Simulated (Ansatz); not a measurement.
# AlSiH (singlet): wave-function methods side by side at angle Al2–Si1–H3 = 70.6°, cc-pVTZ

Aim: climb from Hartree-Fock through coupled cluster for AlSiH (singlet) at one geometry and basis, and see what each rung misses.

Method: cc-pVTZ, core rule «outside noble gas», up to 10 orbitals frozen; program: Ansatz 0.2.0, Gaussian basis.

The runs, in order: UHF; CCSD(T) on RHF; CCSD(T) on UHF; BCCD(T) on RHF; CISD; CCSDT(Q) on RHF.

17 further runs of the same task are left out: 2 for a known fault of the program, 9 that didn't finish, 6 set aside as unsound or not needed.

## Step 1: The geometry

The geometry derives from a PBE0/def2-TZVP stationary point (not a proven minimum). One angle is set to the value named; bond lengths are kept.

3 atoms, charge 0, spin multiplicity 1.

Atoms are counted from 1 here; the program's logs count them from 0.

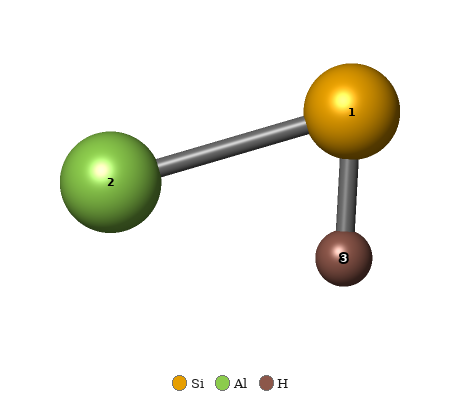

The structure; silicon amber, aluminium green, hydrogen brown; atoms are numbered from 1 in the order of the file.

In the tables R marks a restricted determinant and U an unrestricted one; energies count from the table's Hartree-Fock row.

## Step 2: UHF

The input, in.yaml:

```yaml
crystal:
  periodic: [false, false, false]
  atoms:
    - {symbol: Si, position_ang: [0.000000, -0.149385, 1.274189]}
    - {symbol: Al, position_ang: [0.000000, 0.105048, -1.360074]}
    - {symbol: H, position_ang: [0.000000, 1.350477, 0.903479]}
basis:
  gaussian: {orbitals: cc-pVTZ}
magnetization: {spin_polarized: true, initial_magnetization: 0}
hamiltonian: {xc: hf}
output: {orbitals: {seedname: orbitals}}
```

Launch:

```console
$ ansatz run in.yaml --threads 1 --pin off --events-out ev --progress --plain --max-ram 2393MiB
```

Output:

```text
Functional definition: HF
  name "HF"
  cite "Fock, Z. Phys. 61, 126 (1930) doi:10.1007/BF01340294"
  parent pbe
  exchange = exact_x
  correlation = 0
757 factors; their error is unknown
mean field evaluation 1: about -14455.9768 eV, gradient 8.6e0 eV
mean field evaluation 2: about -14456.8413 eV, gradient 5.8e0 eV
mean field evaluation 4: about -14457.2008 eV, gradient 3.8e-1 eV
mean field evaluation 8: about -14457.4975 eV, gradient 1.8e-1 eV
mean field evaluation 16: about -14457.7203 eV, gradient 1.5e0 eV
mean field evaluation 32: about -14457.9953 eV, gradient 1.2e0 eV
mean field evaluation 64: about -14459.2038 eV, gradient 2.0e0 eV
mean field evaluation 96: about -14453.0238 eV, gradient 1.1e1 eV
mean field evaluation 128: about -14459.2043 eV, gradient 1.1e0 eV
mean field evaluation 160: about -14457.5701 eV, gradient 2.6e0 eV
mean field evaluation 192: about -14457.4975 eV, gradient 1.8e-1 eV
mean field -14459.29391315 eV, -531.3692504468 hartree, gradient 4.7e-6 eV, S^2 1.144844; 9 other end points of the search recorded, 0 dependent functions left out
reference -14459.29391315 eV, -531.3692504468 hartree; 14, 14 occupied and 68, 68 virtual orbitals, 757 factors
Total energy: -14459.29391315 eV, -531.3692504468 hartree
```

It took 7 s on 1 thread of Intel Xeon Platinum 8375C at 2.90GHz, shared host.

From the report: ⟨S²⟩ of the determinant 1.145 (pure singlet: 0.00). The determinant is far from a pure spin state, so its energy mixes those of several spin states (harmless only where they are near-degenerate, as at dissociation).

The unrestricted solution breaks the spin symmetry, so the restricted determinant is unstable here.

## Step 3: CCSD(T) on RHF

Changes to in.yaml since step 2:

```diff
@@ -8,4 +8,3 @@
   gaussian: {orbitals: cc-pVTZ}
-magnetization: {spin_polarized: true, initial_magnetization: 0}
-hamiltonian: {xc: hf}
-output: {orbitals: {seedname: orbitals}}
+magnetization: {spin_polarized: false}
+correlation: {method: ccsd_t, electrons: outside_noble_gas}
```

Launched as before.

Output, shortened:

```text
Functional definition: HF
  name "HF"
  cite "Fock, Z. Phys. 61, 126 (1930) doi:10.1007/BF01340294"
  parent pbe
[...]
503 factors; integrals over basis functions are off by at most 1.2e-3 eV
[...]
mean field -14458.55366606 eV, -531.3420468681 hartree, gradient 2.3e-6 eV, S^2 0.000000; 6 other end points of the search recorded, 0 dependent functions left out; unrestricted orbitals would lower it
determinant -14458.55366606 eV, -531.3420468681 hartree, with singles and doubles -14463.82618788 eV, -531.5358084710 hartree
determinant -14457.49838159 eV, -531.3032658791 hartree, with singles and doubles -14463.20949515 eV, -531.5131454312 hartree
10 core orbitals not correlated: weight in the atoms' cores, before any rotation towards them, 1.000 or more for the frozen orbitals, at most 0.000 for the correlated occupied ones
reference -14458.55366606 eV, -531.3420468681 hartree; 4, 4 occupied and 68, 68 virtual orbitals, 503 factors
second order -4.13400762 eV of doubles, -0.00000000 eV of singles
cycle   1  -5.13537356 eV  change   -2.0e-1 eV  update   2.5e-2
[...]
cycle  12  -5.15168538 eV  change   -4.2e-6 eV  update   5.4e-6
perturbative correction -0.22140256 eV, -0.0081363940 hartree
Total energy: -14463.92675400 eV, -531.5395042080 hartree
```

Run time: 4.2 s. Hardware: 1 thread of Intel Xeon Platinum 8375C at 2.90GHz, shared host.

From the report: correlation -5.3731 eV; T1 0.018; largest double amplitude 0.10.

## Step 4: CCSD(T) on UHF

Changes to in.yaml since step 3:

```diff
@@ -8,3 +8,3 @@
   gaussian: {orbitals: cc-pVTZ}
-magnetization: {spin_polarized: false}
+magnetization: {spin_polarized: true, initial_magnetization: 0}
 correlation: {method: ccsd_t, electrons: outside_noble_gas}
```

Same command.

Output, shortened:

```text
Functional definition: HF
  name "HF"
  cite "Fock, Z. Phys. 61, 126 (1930) doi:10.1007/BF01340294"
  parent pbe
[...]
503 factors; integrals over basis functions are off by at most 1.2e-3 eV
[...]
mean field -14459.29435636 eV, -531.3692667347 hartree, gradient 4.6e-6 eV, S^2 1.144843; 33 other end points of the search recorded, 0 dependent functions left out
determinant -14459.29435636 eV, -531.3692667347 hartree, with singles and doubles -14464.00422961 eV, -531.5423513841 hartree
determinant -14459.20131072 eV, -531.3658473701 hartree, with singles and doubles -14463.98140080 eV, -531.5415124407 hartree
determinant -14458.03594452 eV, -531.3230209522 hartree, with singles and doubles -14462.99286795 eV, -531.5051845284 hartree
determinant -14457.94482134 eV, -531.3196722373 hartree, with singles and doubles -14463.20554597 eV, -531.5130003014 hartree
[...]
determinant -14458.55840504 eV, -531.3422210223 hartree, with singles and doubles -14463.81782284 eV, -531.5355010615 hartree
determinant -14458.55366606 eV, -531.3420468681 hartree, with singles and doubles -14463.82597036 eV, -531.5358004772 hartree
determinant -14457.49838159 eV, -531.3032658791 hartree, with singles and doubles -14463.21627570 eV, -531.5133946117 hartree
10 core orbitals not correlated: weight in the atoms' cores, before any rotation towards them, 1.000 or more for the frozen orbitals, at most 0.000 for the correlated occupied ones
reference -14459.29435636 eV, -531.3692667347 hartree; 4, 4 occupied and 68, 68 virtual orbitals, 503 factors
second order -3.57041690 eV of doubles, -0.00000000 eV of singles
cycle   1  -4.62052795 eV  change    5.0e-7 eV  update   5.8e-6
perturbative correction -0.22687148 eV, -0.0083373731 hartree
WARN: the results are in doubt because among natural orbitals full CI differs from the method by +0.217 eV
Total energy: -14464.14175580 eV, -531.5474053781 hartree
In doubt: among natural orbitals full CI differs from the method by +0.217 eV
```

Wall time 49 s (1 thread of Intel Xeon Platinum 8375C at 2.90GHz, shared host); peak memory 0.32 GiB.

From the report: ⟨S²⟩ of the determinant 1.145 (pure singlet: 0.00); correlation -4.8474 eV; T1 0.052; largest double amplitude 0.07. The determinant is far from a pure spin state, so its energy mixes those of several spin states (harmless only where they are near-degenerate, as at dissociation). Mind the lines of doubt at the end of the log.

## Step 5: BCCD(T) on RHF

Changes to in.yaml since step 4:

```diff
@@ -8,3 +8,3 @@
   gaussian: {orbitals: cc-pVTZ}
-magnetization: {spin_polarized: true, initial_magnetization: 0}
-correlation: {method: ccsd_t, electrons: outside_noble_gas}
+magnetization: {spin_polarized: false}
+correlation: {method: bccd_t, electrons: outside_noble_gas}
```

Launched as before.

Output, shortened:

```text
Functional definition: HF
  name "HF"
  cite "Fock, Z. Phys. 61, 126 (1930) doi:10.1007/BF01340294"
  parent pbe
[...]
503 factors; integrals over basis functions are off by at most 1.2e-3 eV
[...]
mean field -14458.55366606 eV, -531.3420468681 hartree, gradient 2.3e-6 eV, S^2 0.000000; 6 other end points of the search recorded, 0 dependent functions left out; unrestricted orbitals would lower it
determinant -14458.55366606 eV, -531.3420468681 hartree, with singles and doubles -14463.82618788 eV, -531.5358084710 hartree
determinant -14457.49838159 eV, -531.3032658791 hartree, with singles and doubles -14463.20949515 eV, -531.5131454312 hartree
10 core orbitals not correlated: weight in the atoms' cores, before any rotation towards them, 1.000 or more for the frozen orbitals, at most 0.000 for the correlated occupied ones
reference -14458.55366606 eV, -531.3420468681 hartree; 4, 4 occupied and 68, 68 virtual orbitals, 503 factors
second order -4.13400762 eV of doubles, -0.00000000 eV of singles
cycle   1  -5.13207063 eV  change   -1.9e-1 eV  update   2.5e-2
[...]
cycle  12  -5.14457968 eV  change   -5.2e-6 eV  update   6.1e-6
perturbative correction -0.22909423 eV, -0.0084190575 hartree
Total energy: -14463.92733997 eV, -531.5395257416 hartree
```

Wall time 4 s (1 thread of Intel Xeon Platinum 8375C at 2.90GHz, shared host).

From the report: correlation -5.3737 eV; largest double amplitude 0.10.

## Step 6: CISD

Changes to in.yaml since step 5:

```diff
@@ -8,3 +8,2 @@
   gaussian: {orbitals: cc-pVTZ}
-magnetization: {spin_polarized: false}
-correlation: {method: bccd_t, electrons: outside_noble_gas}
+correlation: {active_space: {ras: {orbitals: [4, 0, 68], electrons: 8, max_holes: 2, max_particles: 2}, fixed_orbitals: true}}
```

The command is unchanged.

Output:

```text
Functional definition: HF
  name "HF"
  cite "Fock, Z. Phys. 61, 126 (1930) doi:10.1007/BF01340294"
  parent pbe
  exchange = exact_x
  correlation = 0
503 factors; integrals over basis functions are off by at most 1.2e-3 eV
mean field evaluation 1: about -14456.2663 eV, gradient 1.2e1 eV
mean field evaluation 2: about -14456.2690 eV, gradient 1.2e1 eV
mean field evaluation 4: about -14457.4630 eV, gradient 1.6e0 eV
mean field evaluation 8: about -14457.4969 eV, gradient 2.2e-1 eV
mean field evaluation 16: about -14457.6031 eV, gradient 9.8e-1 eV
mean field evaluation 32: about -14457.9646 eV, gradient 4.9e0 eV
mean field -14458.55366606 eV, -531.3420468681 hartree, gradient 2.3e-6 eV, S^2 0.000000; 5 other end points of the search recorded, 0 dependent functions left out
reference -14458.55366606 eV, -531.3420468681 hartree; 14, 14 occupied and 68, 68 virtual orbitals, 503 factors
state -14463.23374959 eV, -531.5140367654 hartree
Total energy: -14463.23374959 eV, -531.5140367654 hartree
```

Run time: 4.2 s. Hardware: 1 thread of Intel Xeon Platinum 8375C at 2.90GHz, shared host; peak memory 0.25 GiB.

From the report: 55,209 determinants.

## Step 7: CCSDT(Q) on RHF

Changes to in.yaml since step 6:

```diff
@@ -8,2 +8,3 @@
   gaussian: {orbitals: cc-pVTZ}
-correlation: {active_space: {ras: {orbitals: [4, 0, 68], electrons: 8, max_holes: 2, max_particles: 2}, fixed_orbitals: true}}
+magnetization: {spin_polarized: false}
+correlation: {method: ccsdt_q, electrons: outside_noble_gas}
```

Launched as before.

Output, shortened:

```text
Functional definition: HF
  name "HF"
  cite "Fock, Z. Phys. 61, 126 (1930) doi:10.1007/BF01340294"
  parent pbe
[...]
993 factors; integrals over basis functions are off by at most 1.9e-7 eV
[...]
mean field -14458.55366777 eV, -531.3420469309 hartree, gradient 5.2e-6 eV, S^2 0.000000; 6 other end points of the search recorded, 0 dependent functions left out; unrestricted orbitals would lower it
determinant -14458.55366777 eV, -531.3420469309 hartree, with singles and doubles -14463.82619881 eV, -531.5358088729 hartree
determinant -14457.49838995 eV, -531.3032661863 hartree, with singles and doubles -14463.20951753 eV, -531.5131462538 hartree
10 core orbitals not correlated: weight in the atoms' cores, before any rotation towards them, 1.000 or more for the frozen orbitals, at most 0.000 for the correlated occupied ones
reference -14458.55366777 eV, -531.3420469309 hartree; 4, 4 occupied and 68, 68 virtual orbitals, 993 factors
second order -4.13402711 eV of doubles, -0.00000000 eV of singles
cycle   1  -4.79012862 eV  change   -6.6e-1 eV  update   9.8e-2
[...]
cycle  27  -5.42463195 eV  change   -9.6e-7 eV  update   9.2e-7
perturbative correction -0.02329335 eV, -0.0008560149 hartree
Total energy: -14464.00159307 eV, -531.5422544931 hartree
```

Wall time 38 s (1 thread of Intel Xeon Platinum 8375C at 2.90GHz, shared host); peak memory 0.47 GiB.

From the report: correlation -5.4479 eV; T1 0.018; largest double amplitude 0.24.

## Step 8: The ladder

No level here is safe as a reference; RCCSDT(Q) serves as a yardstick only. Rows without a time come out of other runs: HF, MP2 and CCSD of CCSD(T), CCSDT of CCSDT(Q).

Differences are taken before rounding.

```tsv
method	energy from the lowest RHF (meV)	from RCCSDT(Q) (meV)	time
RHF	0.0	+5447.9	
UHF	-740.7	+4707.2	
RMP2	-4134.0	+1313.9	
UMP2	-4311.1	+1136.8	
CISD	-4680.1	+767.8	4.2 s
RCCSD	-5151.7	+296.2	
UCCSD	-5361.2	+86.7	
RCCSD(T)	-5373.1	+74.8	4.2 s
UCCSD(T)	-5588.1	-140.2	49 s
BCCD(T)	-5373.7	+74.3	4 s
RCCSDT	-5424.6	+23.3	
RCCSDT(Q)	-5447.9	0	38 s
```

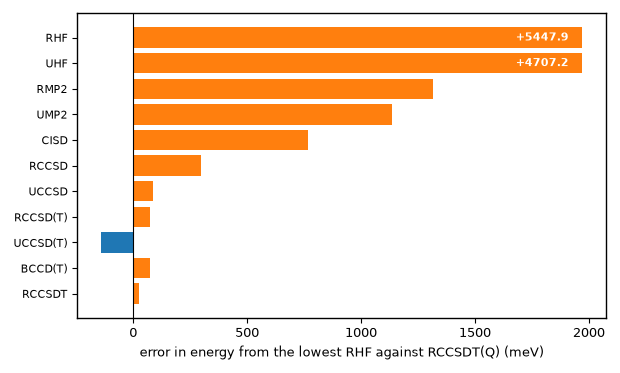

How far each level lands from RCCSDT(Q). Bars with a number in them are cut short.

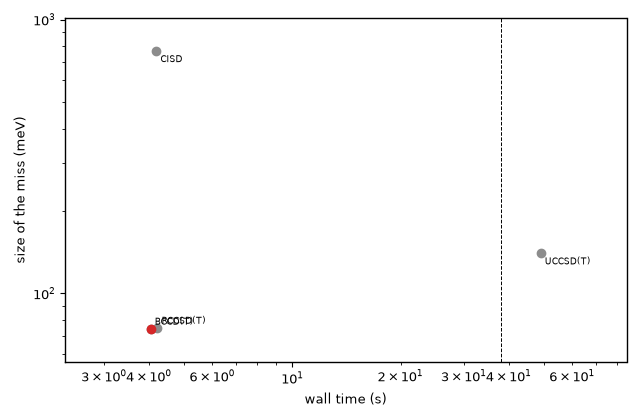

Miss against cost. Red marks the levels that no quicker level drawn beats (of those quicker than the yardstick), and the dashed line is the time of RCCSDT(Q). Times are from a shared host.

The program flags UCCSD(T) as in doubt (see the logs), so those rows may rest on another solution; read them beside their warnings.

## Step 9: Results

| quantity | value |
| --- | --- |
| RCCSDT(Q) below the RHF energy | -5.4479 eV |
| RMP2 from RCCSDT(Q) | +1313.9 meV |
| UMP2 from RCCSDT(Q) | +1136.8 meV |
| RCCSD from RCCSDT(Q) | +296.2 meV |
| RCCSD(T) from RCCSDT(Q) | +74.8 meV |
| UCCSD(T) from RCCSDT(Q) | -140.2 meV |
| T1 diagnostic | 0.018 |

RCCSD(T) misses by +74.8 meV, 1.4 % of the correlation energy. CCSD(T) misses by +74.8 meV on the restricted determinant and by -140.2 meV on the unrestricted one; the two need not hold the same state or core. Warnings: restricted reference is unstable; spin contamination.
